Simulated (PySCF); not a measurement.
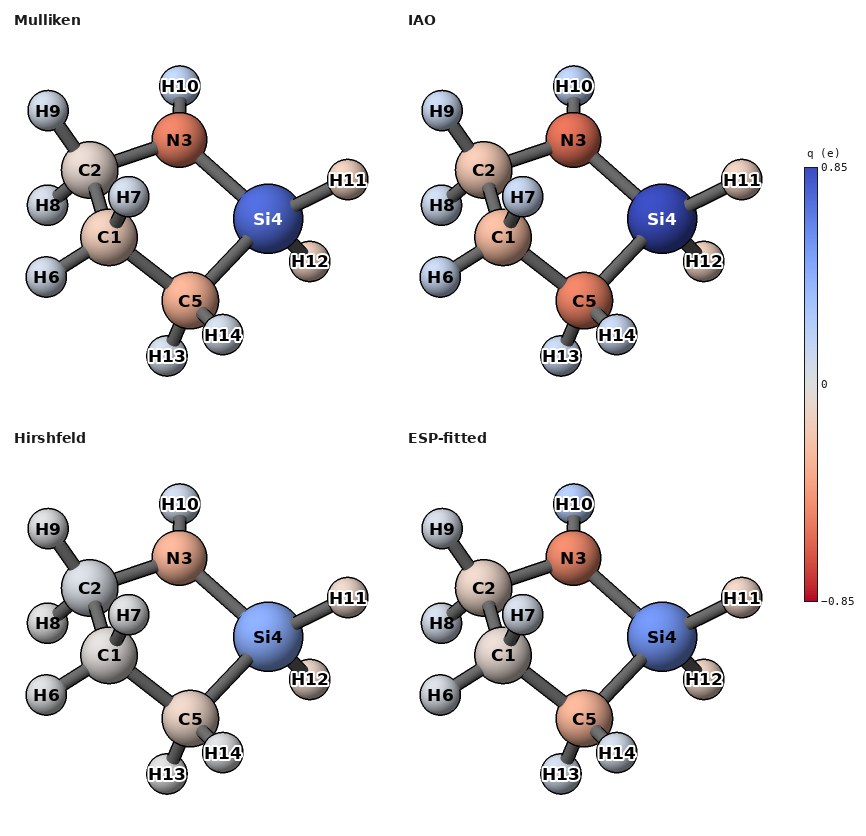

Atomic charges of one calculation by 4 schemes, on one colour scale. The geometry was computed by an optimisation with PBE0-D3(BJ)/def2-SVP. No frequency run is at hand to confirm it as a minimum. Level of theory: PBE0/STO-3G (PySCF 2.14.0).

**Which scheme gives the most polar picture (largest mean size of the charges)?**

The IAO charges are the largest in size here, and the Hirshfeld charges the smallest.

**On which atom do the schemes disagree most?**

On Si4 (from 0.43 to 0.84 e); C5 (from −0.51 to −0.10 e).

List the charges (e), one line for each set of equivalent atoms.

| atom | Mulliken | IAO | Hirshfeld | ESP-fitted |
| --- | --- | --- | --- | --- |
| C1 | −0.15 | −0.26 | −0.02 | −0.06 |
| C2 | −0.06 | −0.18 | 0.04 | −0.10 |
| N3 | −0.51 | −0.57 | −0.30 | −0.48 |
| Si4 | 0.72 | 0.84 | 0.43 | 0.55 |
| C5 | −0.31 | −0.51 | −0.10 | −0.29 |
| H6 | 0.07 | 0.13 | 0.01 | 0.04 |
| H7 | 0.07 | 0.13 | 0.01 | 0.06 |
| H8 | 0.05 | 0.10 | −0.01 | 0.07 |
| H9 | 0.07 | 0.12 | 0.01 | 0.05 |
| H10 | 0.17 | 0.19 | 0.09 | 0.23 |
| H11 | −0.13 | −0.13 | −0.09 | −0.12 |
| H12 | −0.13 | −0.13 | −0.09 | −0.12 |
| H13 | 0.07 | 0.13 | 0.01 | 0.09 |
| H14 | 0.07 | 0.13 | 0.01 | 0.07 |
